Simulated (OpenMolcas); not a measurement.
Single-point calculation, with input and output: SiH4

System: SiH4.
Method: B3LYP/STO-3G, RKS (OpenMolcas 26.06).

The geometry comes from this level: PBE0-D4/def2-TZVP.

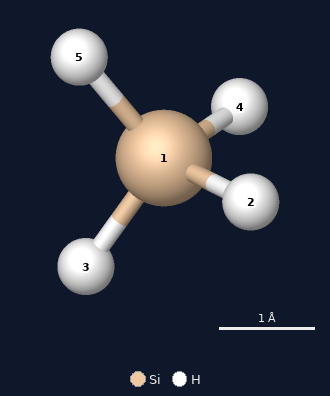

The structure (ball-and-stick view, seen at a tilt; atoms are numbered from 1 in the order of the input). Bond lengths as drawn: H–Si 1.48 Å.

The input:
```
>>> EXPORT MOLCAS_PRINT=2

&gateway
 baslib
 $CurrDir
 coord
 input.xyz
 basis
 STO-3G
 group
 NoSym

&seward
 gridinput
 Grid=UltraFine
 End of Grid

&scf
 ksdft
 B3LYP
 thresholds
 1e-10 1e-07 1e-07 1e-05
 prorbitals
 1 1
```

File input.xyz:
```
5

Si     0.000000     0.000000    -0.000100
H      0.967600    -0.688400     0.890900
H     -1.331000     0.044900     0.656000
H     -0.105100    -0.740300    -1.282600
H      0.468500     1.383800    -0.264200
```

Command:
```bash
export MOLCAS_MEM=1860
pymolcas test.inp > test.log
```

The program's output:
```
--- Start Module: gateway ---

                                              &GATEWAY

                       available to each process: 1.9 GB of memory, 1 thread

 Basis Set     1 Label: SI.STO-3G
 Basis set is read from library:.
 basistype.tbl is not found

 Basis Set     2 Label: H.STO-3G
 Basis set is read from library:.
 basistype.tbl is not found

++    Symmetry information:
      ---------------------

                    Character Table for C1

                             E
                    a        1  x, y, xy, Rz, z, xz, Ry, yz, Rx, I
--

++    Basis set information:
      ----------------------

      Basis set label: SI.STO-3G.........

      Electronic valence basis set:
      ------------------
      Associated Effective Charge  14.000000 au
      Associated Actual Charge     14.000000 au
      Nuclear Model: Point charge

      Shell  nPrim  nBasis  Cartesian Spherical Contaminant
         s       9       3        X
         p       6       2        X

      Basis set label: H.STO-3G.........

      Electronic valence basis set:
      ------------------
      Associated Effective Charge   1.000000 au
      Associated Actual Charge      1.000000 au
      Nuclear Model: Point charge

      Shell  nPrim  nBasis  Cartesian Spherical Contaminant
         s       3       1        X
--

++    Molecular structure info:
      -------------------------

                    ************************************************
                    **** Cartesian Coordinates / bohr, angstrom ****
                    ************************************************

     Center  Label                x              y              z                     x              y              z
        1      SI1              0.000000       0.000000      -0.000189              0.000000       0.000000      -0.000100
        2      H2               1.828499      -1.300887       1.683557              0.967600      -0.688400       0.890900
        3      H3              -2.515225       0.084849       1.239660             -1.331000       0.044900       0.656000
        4      H4              -0.198610      -1.398964      -2.423763             -0.105100      -0.740300      -1.282600
        5      H5               0.885337       2.615003      -0.499266              0.468500       1.383800      -0.264200

                    ***************************************
                    *    InterNuclear Distances / bohr    *
                    ***************************************

               1 SI1           2 H2            3 H3            4 H4            5 H5
    1 SI1      0.000000
    2 H2       2.805480        0.000000
    3 H3       2.805492        4.580966        0.000000
    4 H4       2.805398        4.581361        4.581384        0.000000
    5 H5       2.805555        4.581317        4.581415        4.581546        0.000000

                    *******************************************
                    *    InterNuclear Distances / angstrom    *
                    *******************************************

               1 SI1           2 H2            3 H3            4 H4            5 H5
    1 SI1      0.000000
    2 H2       1.484596        0.000000
    3 H3       1.484602        2.424143        0.000000
    4 H4       1.484553        2.424352        2.424364        0.000000
    5 H5       1.484636        2.424329        2.424381        2.424450        0.000000

                    **************************************
                    *    Valence Bond Angles / degree    *
                    **************************************
                          Atom centers                 Phi
                      2 H2       1 SI1      3 H3       109.46
                      2 H2       1 SI1      4 H4       109.47
                      2 H2       1 SI1      5 H5       109.47
                      3 H3       1 SI1      4 H4       109.48
                      3 H3       1 SI1      5 H5       109.47
                      4 H4       1 SI1      5 H5       109.48
--

            Nuclear Potential Energy             21.27058826 au

--- Stop Module: gateway /rc=_RC_ALL_IS_WELL_ ---

--- Start Module: seward ---

                                              &SEWARD

                       available to each process: 1.9 GB of memory, 1 thread

               SEWARD will generate:
                  Multipole Moment integrals up to order  2
                  Kinetic Energy integrals
                  Nuclear Attraction integrals (point charge)
                  One-Electron Hamiltonian integrals
                  Velocity integrals
                  Orbital angular momentum around (  0.0000  -0.0000  -0.0002 )
                  Velocity quadrupole around (  0.0000  -0.0000  -0.0002 )
                  Two-Electron Repulsion integrals

                   Integrals are discarded if absolute value <: 1.00E-14
                   Integral cutoff threshold is set to       <: 1.00E-16

            Nuclear Potential Energy             21.27058826 au

      Basis set specifications :
      Symmetry species         a
      Basis functions           13

--- Stop Module: seward /rc=_RC_ALL_IS_WELL_ ---

--- Start Module: scf ---

                                                &SCF

                       available to each process: 1.9 GB of memory, 1 thread

 ###############################################################################
 ###     Minimized-density-differences option turned off!                    ###
 ###############################################################################
++    Input section:
      --------------

      Header of the integral files:

      Cartesian coordinates in angstrom:
      -----------------------------------------------------
      No.  Label        X            Y            Z
      -----------------------------------------------------
       1   SI1        0.00000000   0.00000000  -0.00010000
       2   H2         0.96760000  -0.68840000   0.89090000
       3   H3        -1.33100000   0.04490000   0.65600000
       4   H4        -0.10510000  -0.74030000  -1.28260000
       5   H5         0.46850000   1.38380000  -0.26420000
      -----------------------------------------------------
      Nuclear repulsion energy =   21.27058826
--

++    Orbital specifications:
      -----------------------

      Symmetry species               1
                                     a
      Frozen orbitals                0
      Occupied orbitals              9
      Secondary orbitals             4
      Deleted orbitals               0
      Total number of orbitals      13
      Number of basis functions     13
--

      Molecular charge                           0.000

      Numerical integration parameters
      --------------------------------
      Radial quadrature type:                         MHL
      Size of radial grid:                            99
      Lebedev angular grid:                           41
      Angular grid pruned with the crowding factor:  1.00E+10
                                 and fading factor:  1.00E+01
      Screening threshold for integral computation:   1.00E-11
      Radial quadrature accuracy:                     1.00E-25
      Maximum batch size:                             128
      AO values are stored on disk
      The same grid will be used for all iterations.

      DFT functional specifications
      -----------------------------
      Using Libxc version: 6.2.2
      Please cite the following reference:
      S. Lehtola, C. Steigemann, M. J.T. Oliveira, and M. A.L. Marques.,  SoftwareX 7, 1–5 (2018) doi:10.1016/j.softx.2017.11.002

      * B3LYP

++    Optimization specifications:
      ----------------------------

      SCF Algorithm: Conventional
      D(i)-D(i-1) density differences are used
      Number of density matrices in core                 5
      Maximum number of NDDO SCF iterations            400
      Maximum number of HF SCF iterations              400
      Threshold for SCF energy change             1.00E-10
      Threshold for density matrix                1.00E-07
      Threshold for Fock matrix                   1.00E-07
      Threshold for linear dependence             1.00E-09
      Threshold at which DIIS is turned on        1.50E-01
      Maximum depth in the DIIS procedure                5
      Maximum depth in the BFGS Hessian update          30
      Threshold at which QNR/C2DIIS is turned on  7.50E-02
      Threshold for Norm(delta) (QNR/C2DIIS)      1.00E-05
      All orbitals punched on: SCFORB
--

      Input vectors read from INPORB
      Orbital file label: *Guess orbitals

++ Convergence information
                                   B3LYP      iterations: Energy and convergence statistics

Iter     Tot. B3LYP      One-elec.       Two-elec.     Energy      Max Dij or  Max Fij      DNorm      TNorm      AccCon     Time
         Energy          Energy          Energy        Change      Delta Norm                                                in Sec.
   1  -288.428165568  -459.502259762   149.803505930   0.00E+00    2.82E-01*   1.26E-01*    6.04E+00   6.27E+01   None         0.
   2  -288.504901645  -462.215659113   152.440169203  -7.67E-02*   1.75E-01*   5.63E-02*    1.15E+00   6.33E+01   EDIIS        0.
   3  -288.518214845  -459.918121101   150.129317991  -1.33E-02*   4.62E-02*   2.92E-02*    7.25E-01   6.28E+01   EDIIS        0.
   4  -288.526979614  -461.106562690   151.308994811  -8.76E-03*   7.92E-04*   6.03E-03*    2.05E-01   6.30E+01   c2DIIS       0.
   5  -288.527713360  -460.847680315   151.049378690  -7.34E-04*   6.32E-05*   2.30E-05*    4.52E-03   6.30E+01   QNRc2DIIS    0.
   6  -288.527713363  -460.847019324   151.048717696  -2.79E-09*   2.07E-05*   1.30E-05*    2.71E-04   6.30E+01   QNRc2DIIS    0.
   7  -288.527713364  -460.847316322   151.049014693  -9.39E-10*   7.56E-07    1.01E-06*    9.27E-05   6.30E+01   QNRc2DIIS    0.
   8  -288.527713364  -460.847305715   151.049004086  -2.16E-12    4.19E-08    5.94E-08     4.49E-06   6.30E+01   QNRc2DIIS    0.

       Convergence after   8 Iterations
--

 *****************************************************************************************************************************
 *                                             SCF/KS-DFT Program, Final results                                             *
 *                                                       Final Results                                                       *
 *****************************************************************************************************************************

::    Total KS-DFT energy                            -288.5277133641
      One-electron energy                            -460.8473057146
      Two-electron energy                             151.0490040858
      Nuclear repulsion energy                         21.2705882647
      Kinetic energy (interpolated)                   283.3718683537
      Virial theorem                                    1.0181946255
      Total spin, S(S+1)                                0.0000000000
      Total spin, S                                     0.0000000000
      Max non-diagonal density matrix element           0.0000000354
      Max non-diagonal Fock matrix element              0.0000000041

      All orbitals with orbital energies smaller than  E(LUMO)+0.5 are printed

++    Molecular orbitals:
      -------------------

      Title: RKS-DFT orbitals

      Molecular orbitals for symmetry species 1: a

          Orbital            1         2         3         4         5         6         7         8         9        10
          Energy          -65.3598   -5.0849   -3.3852   -3.3852   -3.3852   -0.4993   -0.2909   -0.2909   -0.2909    0.3038
          Occ. No.          2.0000    2.0000    2.0000    2.0000    2.0000    2.0000    2.0000    2.0000    2.0000    0.0000

          Orbital           11        12        13
          Energy            0.3397    0.3398    0.3398
          Occ. No.          0.0000    0.0000    0.0000

--

++    Molecular charges:
      ------------------

      Mulliken charges per centre and basis function type
      ---------------------------------------------------

                SI1     H2      H3      H4      H5
      1s       5.2426  1.1260  1.1260  1.1260  1.1260
      2px      2.7511  0.0000  0.0000  0.0000  0.0000
      2pz      2.7511  0.0000  0.0000  0.0000  0.0000
      2py      2.7511  0.0000  0.0000  0.0000  0.0000
      Total   13.4959  1.1260  1.1260  1.1260  1.1260

      N-E      0.5041 -0.1260 -0.1260 -0.1260 -0.1260

      Total electronic charge=   18.000000

      Total            charge=   -0.000000
--

++    Molecular properties:
      ---------------------

      Charge (e):
                      =   -0.0000
      Dipole Moment (debye):
      Origin of the operator (angstrom)=    0.0000   -0.0000   -0.0001
                   X=  5.7665E-06               Y=  3.2481E-05               Z= -5.4064E-04           Total=  5.4164E-04
      Quadrupole Moment (debye*angstrom):
      Origin of the operator (angstrom)=    0.0000   -0.0000   -0.0001
                  XX= -1.4644E+01              XY= -1.5980E-05              XZ=  1.4120E-05              YY= -1.4644E+01
                  YZ=  5.6471E-05              ZZ= -1.4644E+01
      In traceless form (debye*angstrom)
                  XX=  7.6342E-06              XY= -2.3970E-05              XZ=  2.1180E-05              YY=  5.3133E-05
                  YZ=  8.4706E-05              ZZ= -6.0767E-05
--

--- Stop Module: scf /rc=_RC_ALL_IS_WELL_ ---
--- Module scf spent 2 seconds ---

.##################.
.# Happy landing! #.
.##################.

    Timing: Wall=3.44 User=2.20 System=0.71
```

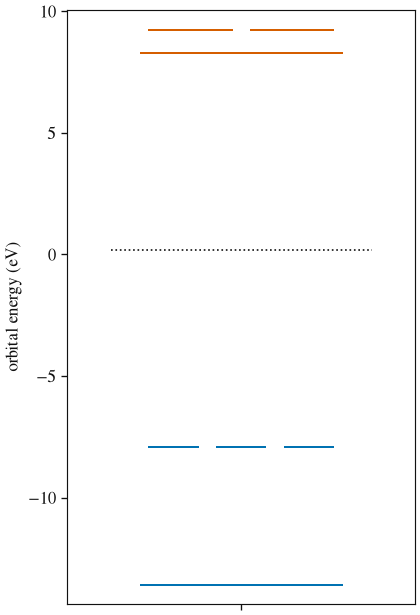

Orbital energies near the frontier; the dotted line parts filled from empty levels, and levels within 0.02 eV of each other stand side by side. Highest filled −7.92 eV, lowest empty 8.27 eV, 16.19 eV apart.

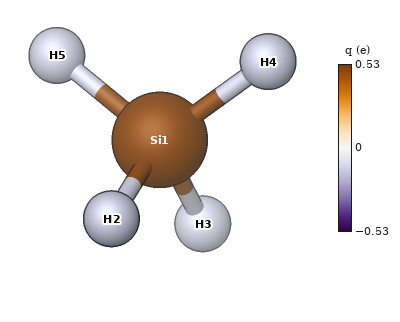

Mulliken charges, as the colour of each atom (ball-and-stick view, seen at a tilt; atoms are numbered from 1 in the order of the input). By element: Si +0.50 and H −0.13 e.

Key numbers:

| quantity | value |
| --- | --- |
| outcome | converged |
| total energy | −288.527713 hartree |
| basis functions | 13 |
| HOMO | −7.92 eV |
| LUMO | 8.27 eV |
| dipole moment | 0.00 debye |
| hardware | 1 thread of Arm Neoverse V2, 24 GiB of memory available, shared host |
| wall time | 3.9 s |
| peak memory | 0.37 GiB |
